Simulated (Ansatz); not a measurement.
# NClO (nitrosyl chloride) at 6 levels

Wanted: a comparison of 6 runs (HF/STO-3G, UPBE/STO-3G, UPBE0/STO-3G, r2SCAN/STO-3G, UMP2/STO-3G, CCSDT/STO-3G) of NClO (nitrosyl chloride). 

The calculation is run with Ansatz 0.2.0.

50 further runs of the same task are left out: 5 that didn't finish, 45 set aside as unsound or not needed.

**1. The molecule**

NClO: 3 atoms, total charge 0, spin state singlet. SMILES: `O=NCl`. The Cl3–N2 distance was set to 3.888 Å, away from the relaxed value. At this shape a bond of the SMILES string is far longer than usual.

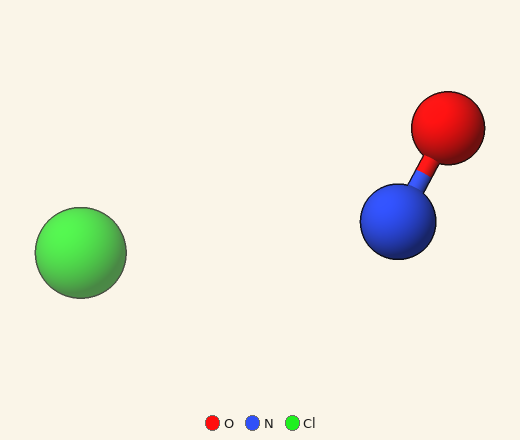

The structure, seen from a chosen angle (oxygen red, nitrogen blue, chlorine green).

**2. The energy at HF/STO-3G (run 1)**

Input file molecule.yaml:

```yaml
crystal:
  periodic: [false, false, false]
  atoms:
    - symbol: O
      position_ang: [2.104273, -1.875799, 0.956085]
    - symbol: N
      position_ang: [1.156243, -2.137019, 0.406365]
    - symbol: Cl
      position_ang: [-1.052130, 0.937900, -0.478040]
basis:
  gaussian: {orbitals: STO-3G}
hamiltonian: {xc: hf}
accuracy: high
```

Started as:

```
$ ansatz run molecule.yaml --threads 1 --pin off --max-ram 3480MiB --events-out events.jsonl --progress --plain --runs-dir runs
```

What it wrote:

```text
Warning: RAYON_NUM_THREADS=1 ignored (pool sized by the plan → 1); use --threads N
Functional definition: HF
  name "HF"
  exchange = exact_x
  correlation = 0
289 factors; integrals over basis functions are off by at most 3.2e-8 eV
mean field evaluation 1: about -15831.8124 eV, gradient 7.6e0 eV
mean field evaluation 2: about -15831.8153 eV, gradient 7.7e0 eV
mean field evaluation 4: about -15831.9194 eV, gradient 3.5e0 eV
mean field evaluation 8: about -15720.2836 eV, gradient 1.2e1 eV
mean field evaluation 16: about -15833.8576 eV, gradient 1.2e-3 eV
mean field evaluation 32: about -15789.8092 eV, gradient 9.1e1 eV
mean field evaluation 64: about -15831.9586 eV, gradient 1.4e0 eV
mean field -15833.85758850 eV, -581.8835338032 hartree, gradient 2.2e-8 eV, S^2 0.000000; 1 other end points of the search recorded, 0 dependent functions left out
reference -15833.85758850 eV, -581.8835338032 hartree; 16, 16 occupied and 3, 3 virtual orbitals, 289 factors
Total energy: -15833.85758850 eV, -581.8835338032 hartree
```

Wall time 0.14 s (1 thread of Arm Neoverse V1, shared host).

**3. A single-point energy at UPBE/STO-3G (run 2)**

Input file in.yaml:

```yaml
crystal:
  periodic: [false, false, false]
  atoms:
    - {symbol: O, position_ang: [2.104273, -1.875799, 0.956085]}
    - {symbol: "N", position_ang: [1.156243, -2.137019, 0.406365]}
    - {symbol: Cl, position_ang: [-1.052130, 0.937900, -0.478040]}
basis:
  gaussian:
    orbitals: STO-3G
magnetization:
  spin_polarized: true
hamiltonian:
  xc: {name: PBE}
accuracy: high
```

Started as:

```
$ ansatz run in.yaml --threads 1 --pin off --max-ram 3480MiB --events-out events.jsonl --progress --plain --runs-dir runs
```

What it wrote, cut to the lines that bear on the results:

```text
Warning: RAYON_NUM_THREADS=1 ignored (pool sized by the plan → 1); use --threads N
Functional definition: PBE
  name "PBE"
[...]
289 factors; integrals over basis functions are off by at most 3.2e-8 eV
[...]
mean field -15862.05436201 eV, -582.9197461172 hartree, gradient 1.8e-8 eV, S^2 0.727761; 12 other end points of the search recorded, 0 dependent functions left out
reference -15862.05436339 eV, -582.9197461679 hartree; 16, 16 occupied and 3, 3 virtual orbitals, 289 factors
Total energy: -15862.05436339 eV, -582.9197461679 hartree
```

It took 17 s on 1 thread of Arm Neoverse V1, shared host; peak memory 0.11 GiB.

**4. The energy at UPBE0/STO-3G (run 3)**

Input file input.yaml:

```yaml
crystal:
  periodic: [false, false, false]
  atoms:
    - {symbol: O, position_ang: [2.104273, -1.875799, 0.956085]}
    - {symbol: N, position_ang: [1.156243, -2.137019, 0.406365]}
    - {symbol: Cl, position_ang: [-1.052130, 0.937900, -0.478040]}
basis:
  gaussian:
    orbitals: STO-3G
magnetization:
  spin_polarized: true
  initial_magnetization: 0
hamiltonian:
  xc: {name: PBE0}
accuracy: high
```

Started as:

```
$ ansatz run input.yaml --threads 1 --pin off --max-ram 3480MiB --events-out events.jsonl --progress --plain --runs-dir runs
```

What it wrote, cut to the lines that bear on the results:

```text
Warning: RAYON_NUM_THREADS=1 ignored (pool sized by the plan → 1); use --threads N
Functional definition: PBE0
  name "PBE0"
[...]
289 factors; integrals over basis functions are off by at most 3.2e-8 eV
[...]
mean field -15864.02670045 eV, -582.9922282181 hartree, gradient 9.0e-8 eV, S^2 0.855438; 6 other end points of the search recorded, 0 dependent functions left out
reference -15864.02670148 eV, -582.9922282557 hartree; 16, 16 occupied and 3, 3 virtual orbitals, 289 factors
Total energy: -15864.02670148 eV, -582.9922282557 hartree
```

Wall time 8.1 s (1 thread of Arm Neoverse V1, shared host); peak memory 0.12 GiB.

Runs 4 to 5 aren't shown in full; the table further down has their settings and results.

**5. The energy at CCSDT/STO-3G (run 6)**

Input file in.yaml:

```yaml
crystal:
  periodic: [false, false, false]
  atoms:
    - {symbol: O, position_ang: [2.104273, -1.875799, 0.956085]}
    - {symbol: N, position_ang: [1.156243, -2.137019, 0.406365]}
    - {symbol: Cl, position_ang: [-1.052130, 0.937900, -0.478040]}
basis:
  gaussian: {orbitals: STO-3G}
correlation: {method: ccsdt, frozen_orbitals: {Cl: 5, "N": 1, O: 1}}
accuracy: high
scf: {omitted_lower_state_checks: [cluster_reference, increment]}
```

Started as:

```
$ ansatz run in.yaml --threads 1 --pin off --max-ram 3480MiB --events-out events.jsonl --progress --plain --runs-dir runs
```

What it wrote:

```text
Warning: RAYON_NUM_THREADS=1 ignored (pool sized by the plan → 1); use --threads N
[... 14 lines left out ...]
7 core orbitals not correlated: weight in the atoms' cores, before any rotation towards them, 1.000 or more for the frozen orbitals, at most 0.000 for the correlated occupied ones
[... 92 lines left out ...]
WARN: these amplitudes may be one of several solutions (largest doubles amplitude 1.21, level shift 11.17 eV)
Total energy: -15842.12936887 eV, -582.1875161248 hartree
Checks for a lower state left out: cluster_reference, increment
```

Run time: 0.77 s. Hardware: 1 thread of Arm Neoverse V1, shared host.

**6. The series**

| run | level | frozen core orbitals | energy (Eh) | wall time |
| --- | --- | --- | --- | --- |
| 1 | HF/STO-3G | – | -581.883534 | 0.14 s |
| 2 | UPBE/STO-3G | – | -582.919746 | 17 s |
| 3 | UPBE0/STO-3G | – | -582.992228 | 8.1 s |
| 4 | r2SCAN/STO-3G | – | -583.183382 | 28 s |
| 5 | UMP2/STO-3G | 7 | -582.165481 | 1.2 s |
| 6 | CCSDT/STO-3G | 7 | -582.187516 | 0.77 s |

**7. Outcome**

```
                                          quantity          value
                               run 6: total energy  -582.18752 Eh
run 6: correlation energy (7 core orbitals frozen)     -304.0 mEh
                              run 6: T1 diagnostic          0.147
```

In words: Below the HF energy at the same shape and in the same basis (STO-3G): UMP2 -281.9 mEh; CCSDT -304.0 mEh. Some of these start from another determinant than that one, so these aren't their correlation energies. Totals of different functionals can't be ranked against each other. In run 6 the log says that unrestricted orbitals would lower the reference, so the values rest on an unstable closed-shell determinant (other closed-shell runs at this shape may share the fault). In runs 1, 2, 3, 4, 5, 6 the basis is minimal, so the values are rough. In runs 1, 4 a closed-shell determinant meets a far-stretched bond, which it describes badly. Spin contamination of the reference: run 5 ⟨S²⟩ = 1.10, run 3 ⟨S²⟩ = 0.86, run 2 ⟨S²⟩ = 0.73. Where it is this large, the reference is a mixture of spin states, and values that rest on it are in doubt. All runs together took 54 s, the longest 28 s.
